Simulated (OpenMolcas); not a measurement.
**Mo⁴⁺ among point charges: CASSCF and CASPT2 levels and susceptibility**

Aim: the splitting of the states of Mo⁴⁺ in the field of 6 point charges, its lowest levels with spin-orbit coupling and its magnetic susceptibility.

Method: state-averaged CASSCF and CASPT2, spin-orbit coupling by RASSI with atomic mean-field integrals. Code: OpenMolcas 26.06.

**1. What is computed**

* Species: Mo⁴⁺ (molybdenum, Z = 42, 38 electrons)
* Basis: ANO-RCC-VDZP [6s5p3d1f], 43 functions
* Scalar Hamiltonian: DKH2, point nucleus
* Inactive shells: 1s 2s 2p 3s 3p 3d 4s 4p
* Active space: 2 electrons in 5 orbitals (4d)
* Some configurations of this space: 4d2
* Orbitals: optimised for each spin and parity, averaged over all roots

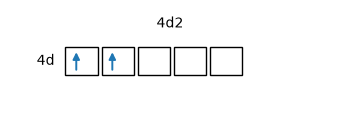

Outer shells as boxes.

The ion sits among 6 point charges of -1.7 e arranged as an octahedron (Oh), 2.22 Å from the ion.

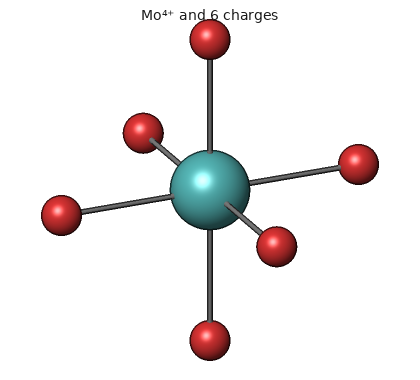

The ion and the point charges (red).

The work runs as a chain of OpenMolcas steps in one folder; each step below is one input file. Labels, J, g values, rates, χT and fits are worked out afterwards by a script from the matrices that RASSI stores. The input lists half of the charges; inversion (Group=XYZ) makes the rest.

**2. One- and two-electron integrals**

a.inp reads:

```
&GATEWAY
Coord
1

Mo 0.0 0.0 0.0
Basis=ANO-RCC-VDZP
Group=XYZ
NoMove
AngMom=0.0 0.0 0.0
AMFI
XField
3 Angstrom 0
2.220000 0.000000 0.000000 -1.700000
0.000000 2.220000 0.000000 -1.700000
0.000000 0.000000 2.220000 -1.700000
&SEWARD
```

Command:

```
$ OMP_NUM_THREADS=1 MOLCAS_MEM=1689 MOLCAS_PROJECT=a pymolcas a.inp > a.log
```

**3. Reference wave functions, triplets of even parity, 10 roots**

a.inp reads:

```
&RASSCF
FileOrb=start.orb
Symmetry=1
Spin=3
nActEl=2 0 0
Inactive=9 9
Ras2=5 0
CIRoot=10 10 1
SDav=10
CIMx=300
Iter=120 100
PrWF=0.3
OrbListing=Nothing
MaxOrb=0
>>> COPY $Project.JobIph JOB001
```

start.orb holds the contracted functions of the basis, ordered by shell, or the orbitals of the step before.

**4. CASSCF: singlets of even parity, 15 roots**

a.inp reads:

```
&RASSCF
FileOrb=start.orb
Symmetry=1
Spin=1
nActEl=2 0 0
Inactive=9 9
Ras2=5 0
CIRoot=15 15 1
SDav=15
CIMx=300
Iter=120 100
PrWF=0.3
OrbListing=Nothing
MaxOrb=0
>>> COPY $Project.JobIph JOB002
```

**5. State interaction with spin-orbit coupling**

a.inp reads:

```
&RASSI
NrOfJobIphs=2 10 15
1 2 3 4 5 6 7 8 9 10
1 2 3 4 5 6 7 8 9 10 11 12 13 14 15
IphNames
JOB001
JOB002
EJob
SpinOrbit
DIPRint=1.0
SOCoupling=1000.0
Subsets=2
Property=9
'ANGMOM' 1 'ANGMOM' 2 'ANGMOM' 3 'MLTPL  1' 1 'MLTPL  1' 2 'MLTPL  1' 3
'AMFI' 1 'AMFI' 2 'AMFI' 3
SOProperty=3
'ANGMOM' 1 'ANGMOM' 2 'ANGMOM' 3
```

**6. CASPT2: IPEA 0.25, imaginary shift 0.1 (closed shells correlated: 4s 4p)**

a.inp reads:

```
>>> COPY JOB001 $Project.JobIph
&CASPT2
Multistate=10 1 2 3 4 5 6 7 8 9 10
NoMult
Frozen=8 6
IPEA=0.25
Imaginary=0.1
MaxIter=60
WThr=0.0 0.3 0.05
PrWF=0.5
NoMix
>>> COPY JOB002 $Project.JobIph
&CASPT2
Multistate=15 1 2 3 4 5 6 7 8 9 10 11 12 13 14 15
NoMult
Frozen=8 6
IPEA=0.25
Imaginary=0.1
MaxIter=60
WThr=0.0 0.3 0.05
PrWF=0.5
NoMix
```

(Steps that only read results are left out.)

What does the calculation give? Wanted: spin-free ground state; first state of the same spin within the active space; lowest level; next level.

As calculated:

```
                                            quantity                                                                        value
                                              method  SS-CASPT2, IPEA 0.25, imaginary shift 0.1 (closed shells correlated: 4s 4p)
                              spin-free ground state                                              3T1, 3-fold in its orbital part
first state of the same spin within the active space                                                             3T2 at 5370 cm⁻¹
                                        lowest level                                               2-fold E, g = 0.00, 0.00, 0.00
                                          next level                                                                   239.5 cm⁻¹
                                         χT at 300 K                                                               0.20 cm³ K/mol
                           effective moment at 300 K                                                                      1.27 μB
```

Cost by method:

| method | time of its own steps | time with the reference |
| --- | --- | --- |
| A. CASSCF | 6.2 s | 6.2 s |
| B. SS-CASPT2, IPEA 0.25, imaginary shift 0.1, +4s 4p | 2.1 s | 8.3 s |

Times are of one thread on a shared host.

The spin-free ground state (3T1) comes to 98 % from free-ion F terms and keeps the highest spin of the shell. χT at 300 K is 0.20, against 1.00 cm³ K/mol for the spin alone, so spin-orbit coupling lowers it. A ligand-field fit to the states below 45000 cm-1 gives 10Dq = 6666 cm-1, B = 725 cm-1 and C = 3037 cm-1 (C/B = 4.19), with a deviation of 362 cm-1. CASPT2 does not keep the components of a term degenerate, and the means are used. The field of point charges can differ much from that of real complexes. This is an electrostatic model: the charges have no orbitals.
